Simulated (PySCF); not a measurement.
```xyz
13

F    -1.6305   -2.0879    0.2028
C    -0.7282   -1.0860    0.1146
C     0.5934   -1.3401    0.2615
C     1.5274   -0.2967    0.1686
C     1.0881    1.0132   -0.0784
C    -0.2325    1.2725   -0.2259
F    -0.6593    2.5321   -0.4651
C    -1.3167    0.2560   -0.1460
H     0.9211   -2.3503    0.4498
H     2.5768   -0.5008    0.2863
H     1.7983    1.8215   -0.1534
H    -2.0369    0.5215    0.6451
H    -1.9054    0.2456   -1.0777
```

Geometry: GFN2-xTB.

Computed with PySCF, UKS B3LYP, pcH-1 on C F H, non-relativistic, mean-field spin-orbit, GIAO.

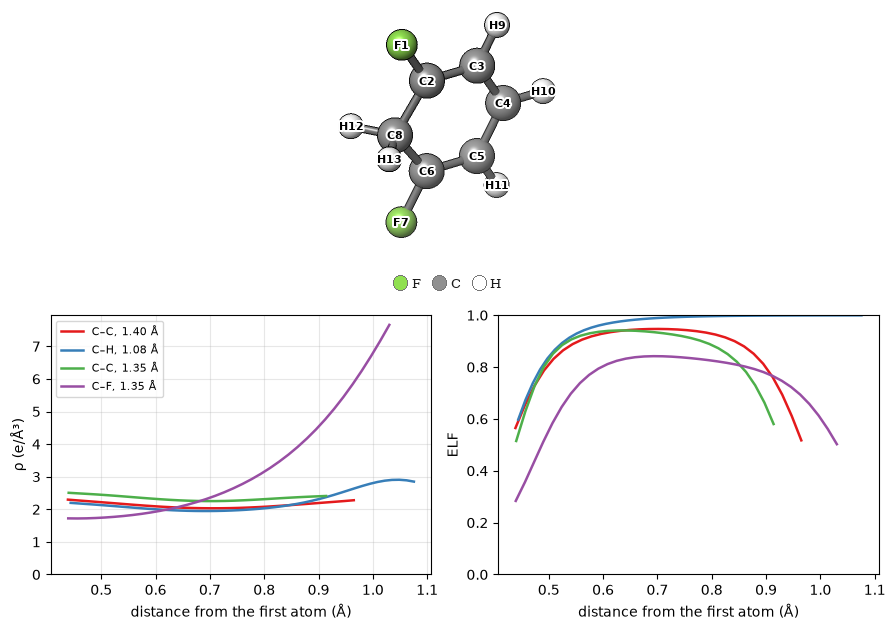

C6H5F2 (SMILES F[C]1C=CC=C(F)C1) (doublet). Total electron density and ELF along straight lines between neighbouring atoms. The curves leave out the atomic cores. The structure is drawn too.

Q: What can be read from the curves?

A: C–C (1.40 Å): the density is about 2 e/Å³ at the midpoint; the ELF peaks at about 0.95 between the atoms; localised, covalent bonding.
C–H (1.08 Å): ρ is about 2.1 e/Å³ halfway; the ELF climbs to about 1 towards the hydrogen, as it does in any bond to H: a covalent bond by its length.
C–C (1.35 Å): ρ is about 2.3 e/Å³ halfway; the ELF peaks at about 0.95 between the atoms: a covalent bond.
C–F (1.35 Å): the density is about 2.2 e/Å³ at the midpoint, with its minimum of 1.7 e/Å³ about 0.5 Å from C; the ELF peaks at about 0.85 between the atoms; a polar covalent bond.
